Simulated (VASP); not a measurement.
Here is the system:

```yaml
crystal:
  lattice:
    - [2.68251, 0.00000, 0.00000]
    - [0.00000, 2.68251, 0.00000]
    - [0.00000, 0.00000, 2.68251]
  atoms:
    - { symbol: Nb, position: [0.00000, 0.00000, 0.00000] }
```

Computed with PBEsol GGA, VASP's PBE PAW potentials (set 64) (plane waves; VASP). Run with 400 eV cut-off, 15×15×15 Γ-centred mesh, tetrahedra with Blöchl corrections, potentials Nb_sv.

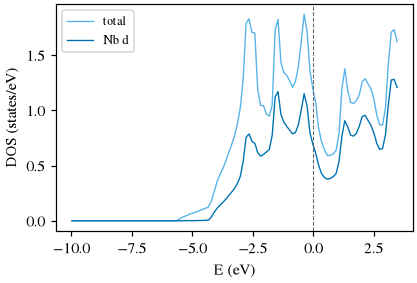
Figure. Total and projected density of states, zero at the Fermi level

Within 2 eV below the Fermi level the largest weight inside VASP's projection spheres is Nb d.

It has no gap at this level: it comes out as a metal or semimetal.

The structure was generated: Nb was put into the simple-cubic type (Pm-3m), which need not be its known phase. It was relaxed first.
